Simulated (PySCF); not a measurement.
## A study: AsH$_{6}$O, charge +1, SMILES `[OH3+].[AsH3]`

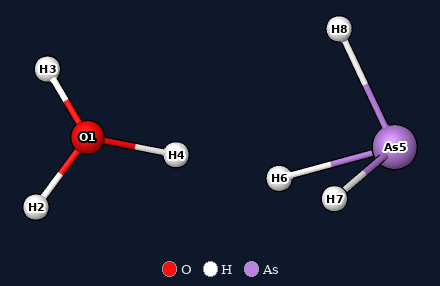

The molecule, with its atoms numbered as below. The pair's geometry is semi-empirical, so its contact may be too short or too long.

Geometry (Å), atoms numbered from 1:

```
O1       2.5941    0.0012   -0.0772
H2       3.1565   -0.7721    0.1221
H3       3.0579    0.8313    0.1461
H4       1.5867   -0.0678    0.3826
As5     -0.8660   -0.0050    0.0185
H6       0.4123   -0.1831    0.9398
H7      -0.1833   -0.8589   -1.0096
H8      -0.2056    1.2071   -0.5736
```

Part 1: Bonding charge

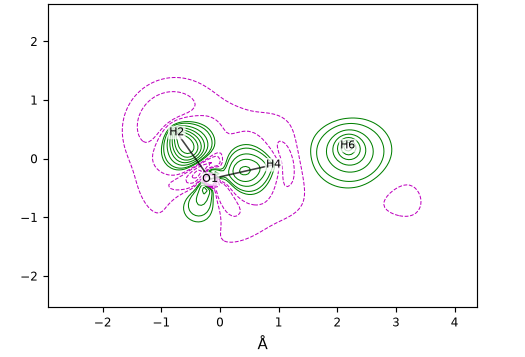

Deformation density (molecule less spherical, spin-averaged free atoms) in the plane of O1, H2, H4 and H6; contours at ±0.05 to ±0.8 e/Å³; solid green lines: gain, dashed magenta lines: loss.

Level of theory: r2SCAN/6-311G** (PySCF), at a geometry from GFN2-xTB.

Question: Describe the bonding that the map shows.

Answer: O1–H2: +0.70 e/Å³ at the bond critical point (bond length 0.98 Å, Mayer order 0.9). O1–H4: +0.30 e/Å³ at the bond critical point (bond length 1.11 Å, Mayer order 0.6). H4–H6: 0.00 e/Å³ at the bond critical point (bond length 1.30 Å, Mayer order 0.2). In all, 1.1 electrons gather in the regions of gain relative to the promolecule of neutral atoms (the regions of loss give up this much and the cation's charge besides). A small or negative value marks a very polar bond, one between electron-rich atoms, whose free-atom densities already overlap strongly, a long bond to a heavier atom, or a closed-shell contact such as a hydrogen bond.

Question: Where do the Hirshfeld charges lie?

Answer: The highest Hirshfeld charge is on As5 (+0.31 e), the lowest on H6 (−0.02 e).

Part 2: Bond critical points

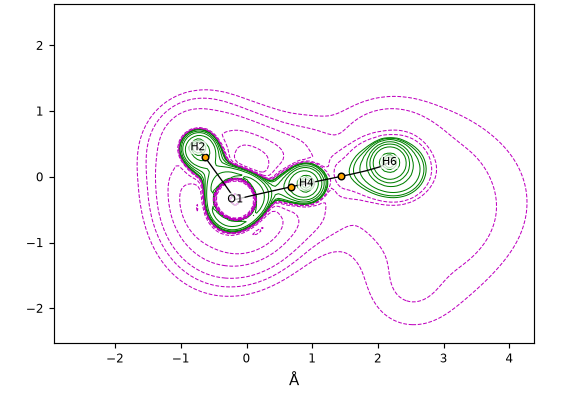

Negative Laplacian of the density (−∇²ρ) in the plane of O1, H2, H4 and H6 (solid green lines positive, dashed magenta lines negative, contours at ±0.02 to ±8 a.u.), with bond paths and bond critical points (dots).

Question: At which bond critical points in this plane is charge locally concentrated, and at which depleted?

Answer: Concentrated (∇²ρ < 0): O1–H2 (−2.51 a.u.); O1–H4 (−1.09 a.u.). Depleted (∇²ρ > 0): H4–H6 (0.00 a.u., H = −0.020).

Question: Where along O1–H2 does the critical point lie?

Answer: 0.80 Å from O1 and 0.18 Å from H2.

Part 3: Electrostatic potential

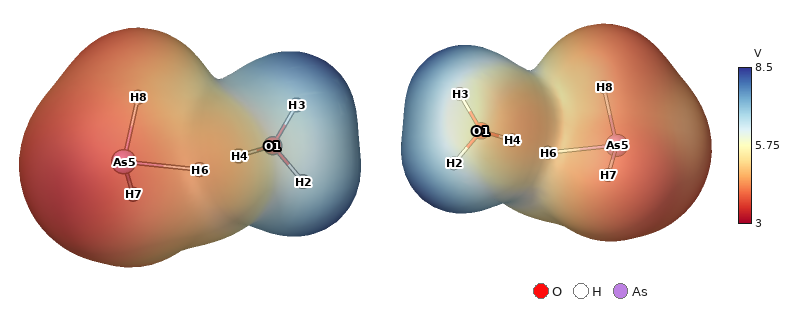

Electrostatic potential on the surface of electron density 0.001 a.u. (back view left, front view right).

Question: Where are the extremes of the potential on the surface?

Answer: Highest: 8.21 V, 1.1 Å from H2. Further maxima include 4.94 V, near As5 (2.02 Å), H7 (2.07 Å) and H8 (2.10 Å). Lowest: 3.28 V, 2.3 Å from As5. Further minima include 3.94 V, 1.5 Å from H7; 4.49 V, 1.8 Å from O1. The surface is sampled at points, so like sites can differ by a few per cent and only the strongest of them is named.

Question: What volume does the surface enclose?

Answer: About 81 Å³.

Part 4: Binding density

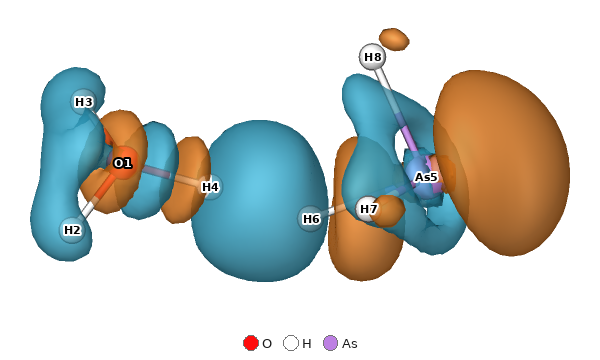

Density of the complex less the densities of the two fragments at the same geometry, ±0.015 e/Å³ (light blue: gain, orange: loss). Fragment A: H3O(+1) (atoms 1–4); fragment B: AsH3.

Method: r2SCAN/6-311G**; geometry: GFN2-xTB; program: PySCF.

Question: Which way does charge flow?

Answer: Hirshfeld charges show 0.163 e passing from B to A. By Hirshfeld charges, electrons gather most on H4 (−0.073 e) and leave As5 most (+0.188 e); 0.34 e is displaced in all.

Question: What is the interaction energy, and which contacts carry it?

Answer: The counterpoise-corrected interaction energy of the frozen fragments is −19.0 kcal/mol without dispersion correction and −19.3 kcal/mol with D3(BJ). The pair geometry is semi-empirical, not a minimum at this level. Contacts: H4···H6, H···H contact, 1.30 Å, ρ = 0.058 a.u. The pose is a local one from a semi-empirical search, not shown to be the most stable.

The PySCF runs shown took 22 s and 57 s on 1 thread of Intel(R) Xeon(R) Processor @ 2.70GHz, with other jobs on the host.
